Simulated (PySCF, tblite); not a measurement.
# C₄H₄O₂: dynamics, then NMR shifts and electronic excitations on frames, part 2 of 2

tblite 0.8.0 and PySCF 2.14.0. Atoms count from 0.

**8. TDDFT and polarisability: 625 fs, PBE0/def2-SVPD**

Job settings and geometry (Å):

```
{"job": {"kind": "uv", "xc": "PBE0", "basis": "def2-SVPD", "nstates": 5, "ntriplets": 0}, "charge": 0, "multiplicity": 1}
O      1.166300    -0.305000    -0.754200
C      0.888400    -0.521700     0.398600
O      1.669700    -0.463400     1.563300
C     -0.438900    -0.860900     0.882400
C     -1.127100    -1.554900    -0.301800
C     -1.454100    -0.288400     0.025100
H      2.568900    -0.273600     1.393100
H     -0.824300    -1.247900     1.820800
H     -0.850500    -2.488900    -0.801600
H     -2.018100     0.573400     0.071200
```

With the program's defaults for keys left out, this is: TDDFT PBE0/def2-SVPD, vertical, gas phase, core orbitals frozen in the response.

Standard output:

```text
coarse grid: 9000 points
cycle   1  E = -304.4140734276  dE =  1.186e+00  |g| = 8.583e-01  |ddm| = 5.010e+00
cycle   2  E = -304.1172143844  dE =  2.969e-01  |g| = 1.525e+00  |ddm| = 3.176e+00
cycle   3  E = -304.5466259036  dE = -4.294e-01  |g| = 2.491e-01  |ddm| = 2.333e+00
cycle   4  E = -304.5583122936  dE = -1.169e-02  |g| = 7.170e-02  |ddm| = 3.593e-01
cycle   5  E = -304.5591601640  dE = -8.479e-04  |g| = 2.247e-02  |ddm| = 8.572e-02
cycle   6  E = -304.5592754861  dE = -1.153e-04  |g| = 5.482e-03  |ddm| = 4.023e-02
cycle   7  E = -304.5592801405  dE = -4.654e-06  |g| = 3.226e-03  |ddm| = 1.171e-02
cycle   8  E = -304.5592827249  dE = -2.584e-06  |g| = 5.887e-04  |ddm| = 4.813e-03
final grid: 88736 points
cycle   9  E = -304.6146848286  dE = -1.349e-05  |g| = 1.055e-02  |ddm| = 8.439e-02
cycle  10  E = -304.6146465023  dE =  3.833e-05  |g| = 1.771e-02  |ddm| = 3.412e-02
cycle  11  E = -304.6147066241  dE = -6.012e-05  |g| = 2.002e-03  |ddm| = 2.063e-02
cycle  12  E = -304.6147074440  dE = -8.199e-07  |g| = 3.219e-04  |ddm| = 2.594e-03
cycle  13  E = -304.6147074624  dE = -1.842e-08  |g| = 1.157e-04  |ddm| = 5.832e-04
cycle  14  E = -304.6147074652  dE = -2.837e-09  |g| = 3.042e-05  |ddm| = 2.398e-04
cycle  15  E = -304.6147074654  dE = -1.578e-10  |g| = 1.776e-05  |ddm| = 6.532e-05
converged SCF energy = -304.6147074654

Static polarisability (au): isotropic 51.153, principal 45.456 48.353 59.650

Singlet excitations
state   eV       nm        f      main configurations
  1   5.4679    226.7   0.02539   H->L 0.74, H-2->L 0.12
  2   5.8692    211.2   0.00428   H-1->L 0.70, H-1->L+1 0.21
  3   6.0135    206.2   0.00363   H-2->L 0.60, H->L+1 0.32
  4   6.4623    191.9   0.05419   H->L+1 0.58, H->L 0.14, H-2->L 0.14
  5   6.7007    185.0   0.00153   H-1->L+1 0.73, H-1->L 0.20
```

Run time: 14 s. Hardware: 1 thread of Arm Neoverse V1, shared host; peak memory 0.66 GiB.

This run: HOMO -7.54 eV, LUMO -0.93 eV; lowest singlet 5.47 eV.

**9. Nuclear shieldings: 800 fs, PBE0/pcSseg-1**

Job settings and geometry (Å):

```
{"job": {"kind": "nmr", "xc": "PBE0", "basis": "pcSseg-1", "pop": false}, "charge": 0, "multiplicity": 1}
O      0.774000    -0.134500    -0.638200
C      0.648300    -0.206600     0.543300
O      1.740400    -0.131300     1.470500
C     -0.622600    -0.353100     1.253600
C     -1.751300    -0.279700     0.309200
C     -1.511400     0.824100     0.921700
H      2.480100    -0.126500     0.876000
H     -0.262100    -0.921800     2.161200
H     -2.512000    -0.922800    -0.051100
H     -1.695900     1.841900     0.942400
```

With the program's defaults for keys left out, this is: GIAO PBE0/pcSseg-1 NMR shielding, non-relativistic, gas phase.

Standard output:

```text
coarse grid: 9000 points
cycle   1  E = -304.5860689095  dE =  1.270e+00  |g| = 9.039e-01  |ddm| = 2.891e+00
cycle   2  E = -304.2938497733  dE =  2.922e-01  |g| = 1.563e+00  |ddm| = 1.685e+00
cycle   3  E = -304.7254826473  dE = -4.316e-01  |g| = 2.529e-01  |ddm| = 1.191e+00
cycle   4  E = -304.7367547196  dE = -1.127e-02  |g| = 8.118e-02  |ddm| = 2.124e-01
cycle   5  E = -304.7377970456  dE = -1.042e-03  |g| = 2.307e-02  |ddm| = 6.077e-02
cycle   6  E = -304.7379137850  dE = -1.167e-04  |g| = 5.420e-03  |ddm| = 2.390e-02
cycle   7  E = -304.7379193034  dE = -5.518e-06  |g| = 2.295e-03  |ddm| = 5.185e-03
final grid: 88736 points
cycle   8  E = -304.7953188602  dE = -7.404e-06  |g| = 1.271e-02  |ddm| = 2.361e-02
cycle   9  E = -304.7952598290  dE =  5.903e-05  |g| = 2.191e-02  |ddm| = 2.315e-02
cycle  10  E = -304.7953488474  dE = -8.902e-05  |g| = 1.969e-03  |ddm| = 1.474e-02
cycle  11  E = -304.7953495852  dE = -7.378e-07  |g| = 3.312e-04  |ddm| = 1.570e-03
cycle  12  E = -304.7953496003  dE = -1.511e-08  |g| = 1.559e-04  |ddm| = 3.031e-04
cycle  13  E = -304.7953496055  dE = -5.168e-09  |g| = 4.265e-05  |ddm| = 1.452e-04
cycle  14  E = -304.7953496059  dE = -3.855e-10  |g| = 1.544e-05  |ddm| = 4.056e-05
converged SCF energy = -304.7953496059

GIAO shielding tensors (ppm)
atom      isotropic    diamagn.    paramagn.     s11        s22        s33       span
  0 O      -89.329     404.316    -493.645   -342.293   -219.166    293.473    635.766
  1 C       -5.265     252.986    -258.251   -109.028     37.988     55.246    164.274
  2 O      110.949     393.716    -282.767    -86.476    133.838    285.485    371.962
  3 C      162.314     250.648     -88.334    103.389    139.355    244.197    140.808
  4 C       71.639     249.562    -177.923    -73.315    104.163    184.070    257.386
  5 C       63.962     254.277    -190.315    -85.510     95.969    181.426    266.935
  6 H       26.570      32.708      -6.139     21.063     24.178     34.469     13.406
  7 H       26.756      28.749      -1.993     21.653     26.385     32.230     10.578
  8 H       24.935      30.123      -5.188     21.653     24.625     28.526      6.873
  9 H       24.804      31.533      -6.729     20.706     25.579     28.126      7.420
```

Run time: 8.8 s. Hardware: 1 thread of Arm Neoverse V1, shared host; peak memory 0.55 GiB.

In short: δ C1 192.2, C5 123.0, C4 115.3, C3 24.6, H9 6.91, H8 6.78 ppm.

**10. Ultraviolet spectrum: 800 fs, PBE0/def2-SVPD**

Settings changed since step 9:

```diff
@@ -1,2 +1,2 @@
-{"job": {"kind": "nmr", "xc": "PBE0", "basis": "pcSseg-1", "pop": false}, "charge": 0, "multiplicity": 1}
+{"job": {"kind": "uv", "xc": "PBE0", "basis": "def2-SVPD", "nstates": 5, "ntriplets": 0}, "charge": 0, "multiplicity": 1}
 O      0.774000    -0.134500    -0.638200
```

Level: TDDFT PBE0/def2-SVPD, vertical, gas phase, core orbitals frozen in the response.

Standard output:

```text
coarse grid: 9000 points
cycle   1  E = -304.4202149580  dE =  1.217e+00  |g| = 8.611e-01  |ddm| = 4.779e+00
cycle   2  E = -304.1189609091  dE =  3.013e-01  |g| = 1.534e+00  |ddm| = 2.885e+00
cycle   3  E = -304.5546727056  dE = -4.357e-01  |g| = 2.337e-01  |ddm| = 2.095e+00
cycle   4  E = -304.5646066043  dE = -9.934e-03  |g| = 7.987e-02  |ddm| = 3.167e-01
cycle   5  E = -304.5656981105  dE = -1.092e-03  |g| = 2.187e-02  |ddm| = 9.925e-02
cycle   6  E = -304.5658093112  dE = -1.112e-04  |g| = 4.909e-03  |ddm| = 3.819e-02
cycle   7  E = -304.5658141100  dE = -4.799e-06  |g| = 2.030e-03  |ddm| = 1.016e-02
final grid: 88736 points
cycle   8  E = -304.6221111973  dE = -9.246e-06  |g| = 1.175e-02  |ddm| = 1.102e-01
cycle   9  E = -304.6220572430  dE =  5.395e-05  |g| = 2.043e-02  |ddm| = 3.508e-02
cycle  10  E = -304.6221383706  dE = -8.113e-05  |g| = 1.754e-03  |ddm| = 2.275e-02
cycle  11  E = -304.6221389915  dE = -6.209e-07  |g| = 3.034e-04  |ddm| = 2.246e-03
cycle  12  E = -304.6221390058  dE = -1.430e-08  |g| = 1.351e-04  |ddm| = 6.057e-04
cycle  13  E = -304.6221390098  dE = -3.979e-09  |g| = 4.045e-05  |ddm| = 2.450e-04
cycle  14  E = -304.6221390102  dE = -3.542e-10  |g| = 1.525e-05  |ddm| = 7.700e-05
converged SCF energy = -304.6221390102

Static polarisability (au): isotropic 50.481, principal 42.667 48.082 60.693

Singlet excitations
state   eV       nm        f      main configurations
  1   5.4006    229.6   0.01676   H->L 0.77, H->L+1 0.14
  2   5.9971    206.7   0.00982   H->L+1 0.61, H->L 0.16, H-1->L+1 0.13
  3   6.3484    195.3   0.00476   H-1->L 0.69, H->L+1 0.14, H-1->L+1 0.09
  4   6.7761    183.0   0.00600   H-2->L 0.48, H-1->L+1 0.34, H-3->L 0.12
  5   7.1843    172.6   0.03543   H->L+2 0.80
```

Wall time 12 s (1 thread of Arm Neoverse V1, shared host); peak memory 0.67 GiB.

In short: HOMO -7.60 eV, LUMO -0.82 eV; lowest singlet 5.40 eV.

**11. NMR shieldings: 1000 fs, PBE0/pcSseg-1**

Job settings and geometry (Å):

```
{"job": {"kind": "nmr", "xc": "PBE0", "basis": "pcSseg-1", "pop": false}, "charge": 0, "multiplicity": 1}
O     -0.035300     0.719700    -1.035600
C     -0.202300     0.458400     0.095700
O      0.658700     0.727200     1.122100
C     -1.472000    -0.235600     0.664700
C     -2.663600     0.663800     1.078400
C     -2.194800    -0.050700     2.026200
H      1.583200     1.029200     1.082500
H     -1.497500    -1.180700     0.265600
H     -3.272600     1.451500     0.663900
H     -2.097800    -0.361500     3.053100
```

Method: GIAO PBE0/pcSseg-1 NMR shielding, non-relativistic, gas phase.

Standard output:

```text
coarse grid: 9000 points
cycle   1  E = -304.5876803916  dE =  1.152e+00  |g| = 9.003e-01  |ddm| = 2.900e+00
cycle   2  E = -304.3389702539  dE =  2.487e-01  |g| = 1.491e+00  |ddm| = 1.487e+00
cycle   3  E = -304.7252221966  dE = -3.863e-01  |g| = 2.540e-01  |ddm| = 1.042e+00
cycle   4  E = -304.7366803283  dE = -1.146e-02  |g| = 6.981e-02  |ddm| = 2.021e-01
cycle   5  E = -304.7374344977  dE = -7.542e-04  |g| = 2.029e-02  |ddm| = 4.782e-02
cycle   6  E = -304.7375234211  dE = -8.892e-05  |g| = 5.605e-03  |ddm| = 1.996e-02
cycle   7  E = -304.7375295872  dE = -6.166e-06  |g| = 2.132e-03  |ddm| = 5.247e-03
final grid: 88736 points
cycle   8  E = -304.7954001601  dE = -1.373e-05  |g| = 1.155e-02  |ddm| = 2.100e-02
cycle   9  E = -304.7953550318  dE =  4.513e-05  |g| = 1.939e-02  |ddm| = 2.039e-02
cycle  10  E = -304.7954245805  dE = -6.955e-05  |g| = 2.083e-03  |ddm| = 1.270e-02
cycle  11  E = -304.7954253930  dE = -8.125e-07  |g| = 3.036e-04  |ddm| = 1.404e-03
cycle  12  E = -304.7954254047  dE = -1.165e-08  |g| = 1.515e-04  |ddm| = 3.028e-04
cycle  13  E = -304.7954254098  dE = -5.118e-09  |g| = 3.820e-05  |ddm| = 1.598e-04
cycle  14  E = -304.7954254101  dE = -3.089e-10  |g| = 1.324e-05  |ddm| = 3.583e-05
converged SCF energy = -304.7954254101

GIAO shielding tensors (ppm)
atom      isotropic    diamagn.    paramagn.     s11        s22        s33       span
  0 O      -81.628     402.603    -484.231   -314.392   -205.081    274.589    588.981
  1 C       20.761     247.565    -226.804    -85.306     64.214     83.374    168.680
  2 O      155.951     393.217    -237.266     23.771    187.086    256.996    233.225
  3 C      169.942     235.770     -65.828    108.979    131.275    269.572    160.593
  4 C       70.078     255.865    -185.787    -49.119     90.420    168.933    218.052
  5 C       67.430     258.860    -191.430    -54.736     76.866    180.160    234.896
  6 H       25.814      31.674      -5.860     19.029     21.806     36.607     17.578
  7 H       31.405      29.043       2.363     24.724     29.344     40.148     15.424
  8 H       24.170      30.768      -6.598     22.161     24.399     25.949      3.787
  9 H       23.996      31.747      -7.751     22.214     23.585     26.190      3.976
```

Wall time 6.8 s (1 thread of Arm Neoverse V1, shared host); peak memory 0.56 GiB.

Key values: δ C1 166.2, C5 119.5, C4 116.8, C3 17.0, H9 7.72, H8 7.55 ppm.

**12. TDDFT and polarisability: 1000 fs, PBE0/def2-SVPD**

Settings changed since step 11:

```diff
@@ -1,2 +1,2 @@
-{"job": {"kind": "nmr", "xc": "PBE0", "basis": "pcSseg-1", "pop": false}, "charge": 0, "multiplicity": 1}
+{"job": {"kind": "uv", "xc": "PBE0", "basis": "def2-SVPD", "nstates": 5, "ntriplets": 0}, "charge": 0, "multiplicity": 1}
 O     -0.035300     0.719700    -1.035600
```

With the program's defaults for keys left out, this is: TDDFT PBE0/def2-SVPD, vertical, gas phase, core orbitals frozen in the response.

Standard output:

```text
coarse grid: 9000 points
cycle   1  E = -304.4226490622  dE =  1.098e+00  |g| = 8.565e-01  |ddm| = 5.020e+00
cycle   2  E = -304.1659504872  dE =  2.567e-01  |g| = 1.461e+00  |ddm| = 2.155e+00
cycle   3  E = -304.5554052415  dE = -3.895e-01  |g| = 2.332e-01  |ddm| = 1.438e+00
cycle   4  E = -304.5654429481  dE = -1.004e-02  |g| = 6.927e-02  |ddm| = 2.865e-01
cycle   5  E = -304.5662538305  dE = -8.109e-04  |g| = 1.915e-02  |ddm| = 7.592e-02
cycle   6  E = -304.5663379893  dE = -8.416e-05  |g| = 5.066e-03  |ddm| = 3.383e-02
cycle   7  E = -304.5663432074  dE = -5.218e-06  |g| = 1.922e-03  |ddm| = 9.015e-03
final grid: 88736 points
cycle   8  E = -304.6230402606  dE = -1.418e-05  |g| = 1.065e-02  |ddm| = 7.253e-02
cycle   9  E = -304.6229989426  dE =  4.132e-05  |g| = 1.807e-02  |ddm| = 2.880e-02
cycle  10  E = -304.6230624728  dE = -6.353e-05  |g| = 1.849e-03  |ddm| = 1.734e-02
cycle  11  E = -304.6230631565  dE = -6.837e-07  |g| = 2.813e-04  |ddm| = 2.072e-03
cycle  12  E = -304.6230631680  dE = -1.153e-08  |g| = 1.329e-04  |ddm| = 5.637e-04
cycle  13  E = -304.6230631721  dE = -4.017e-09  |g| = 3.787e-05  |ddm| = 2.298e-04
cycle  14  E = -304.6230631724  dE = -3.138e-10  |g| = 1.309e-05  |ddm| = 6.201e-05
converged SCF energy = -304.6230631724

Static polarisability (au): isotropic 52.111, principal 41.270 53.706 61.358

Singlet excitations
state   eV       nm        f      main configurations
  1   5.5822    222.1   0.01408   H->L 0.79
  2   5.8317    212.6   0.00338   H-1->L 0.67, H->L+2 0.11
  3   6.5724    188.6   0.02089   H->L+1 0.32, H->L+2 0.28, H-1->L 0.23
  4   6.6433    186.6   0.00608   H-1->L+2 0.42, H-1->L+1 0.32, H->L+1 0.09
  5   6.8412    181.2   0.05080   H->L+2 0.49, H->L+1 0.46
```

Wall time 12 s (1 thread of Arm Neoverse V1, shared host); peak memory 0.67 GiB.

This run: HOMO -7.46 eV, LUMO -0.42 eV; lowest singlet 5.58 eV.

**13. Comparing the runs: NMR shifts**

Shifts (ppm) of some atoms, chosen among heavy atoms and hydrogens apart, with basis size and wall time:

| frame | C1 | C5 | C4 | H9 | H7 | O0 | O2 | functions | time |
| --- | --- | --- | --- | --- | --- | --- | --- | --- | --- |
| 250 fs | 167.3 | 129.9 | 122.5 | 9.04 | 1.47 | 385.2 | 211.2 | 122 | 7.5 s |
| 425 fs | 165.8 | 127.5 | 130.9 | 8.39 | 2.56 | 383.0 | 215.2 | 122 | 9 s |
| 625 fs | 184.7 | 104.5 | 117.0 | 5.80 | 2.94 | 420.7 | 202.5 | 122 | 8.2 s |
| 800 fs | 192.2 | 123.0 | 115.3 | 6.91 | 4.96 | 425.4 | 225.1 | 122 | 8.8 s |
| 1000 fs | 166.2 | 119.5 | 116.8 | 7.72 | 0.31 | 417.7 | 180.1 | 122 | 6.8 s |

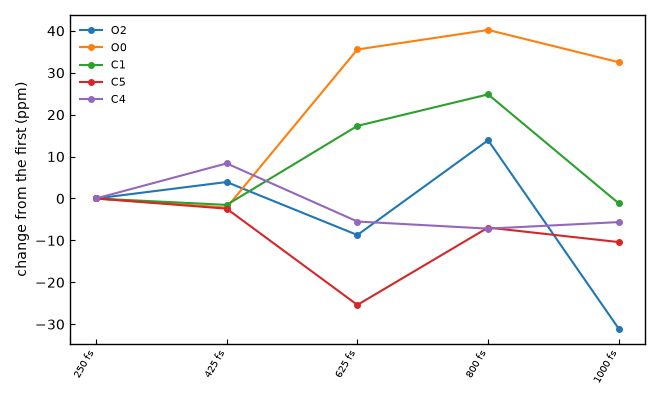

How five of the tabulated atoms move from run to run.

**14. Comparing the runs: electronic excitations**

Excitations and ground-state properties, with basis size and wall time:

| frame | lowest singlet (eV) | brightest (eV) | f | gap (eV) | α (Å³) | μ (D) | functions | time |
| --- | --- | --- | --- | --- | --- | --- | --- | --- |
| 250 fs | 5.79 | 6.36 | 0.029 | 7.25 | 7.71 | 1.60 | 158 | 14 s |
| 425 fs | 5.58 | 6.23 | 0.035 | 6.91 | 7.69 | 1.23 | 158 | 14 s |
| 625 fs | 5.47 | 6.46 | 0.054 | 6.61 | 7.58 | 1.48 | 158 | 14 s |
| 800 fs | 5.40 | 7.18 | 0.035 | 6.78 | 7.48 | 1.69 | 158 | 12 s |
| 1000 fs | 5.58 | 6.84 | 0.051 | 7.04 | 7.72 | 2.46 | 158 | 12 s |

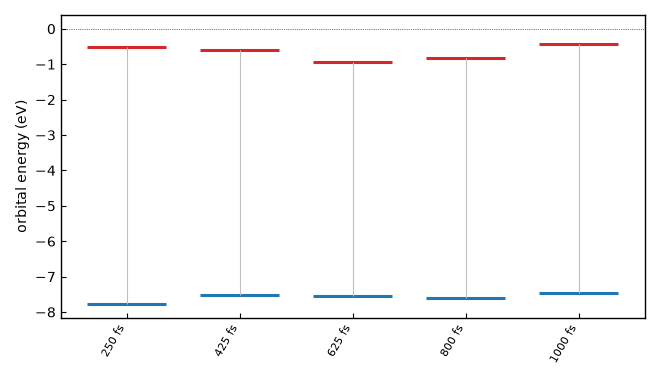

HOMO (blue) and LUMO (red) run by run.

**15. What came out**

The summary covers parts 1 to 2.

| quantity | value |
| --- | --- |
| thermostat | 600 K |
| mean temperature, second half | 658 K |
| mean potential energy above the minimum | 0.74 eV |
| 13C shifts against TMS (PBE0/pcSseg-1, 250 fs) | 167.3, 129.9, 122.5, 16.2 ppm |
| 1H shifts against TMS (PBE0/pcSseg-1, 250 fs) | 9.04, 7.57, 5.94, 1.47 ppm |
| 17O shifts against H2O (PBE0/pcSseg-1, 250 fs) | 385.2, 211.2 ppm |
| lowest singlet (PBE0/def2-SVPD, 250 fs) | 5.79 eV (214 nm), f = 0.003 |
| brightest single state of those computed | state 2, 6.36 eV, f = 0.029 |
| range of the shift of O2 | 180.1 to 225.1 ppm |
| range of the lowest singlet | 5.40 to 5.79 eV |

What this shows: In the second half the potential energy averages 0.74 eV above the minimum; equipartition over 24 harmonic modes at 600 K would give 0.62 eV. With 10 atoms the temperature swings widely (229 to 917 K). Shifts at one fixed geometry are not the observed spectrum, which averages over the motion. In the first frame run (250 fs): The widest tensor belongs to O0: span 597 ppm, with a paramagnetic part of -452 ppm. The first singlet state (HOMO→LUMO+1 0.50, HOMO→LUMO 0.35) lies at 5.79 eV and is weak; of the 5 states computed, the strongest absorption comes from state 2 at 6.36 eV. Across the 5 runs the shift of O2 moves most, between 180.1 (1000 fs) and 225.1 ppm (800 fs). The lowest singlet runs from 5.40 eV (800 fs) to 5.79 eV (250 fs), while the orbital gap spans 6.61 to 7.25 eV. The lowest state need not be the same one in every run.
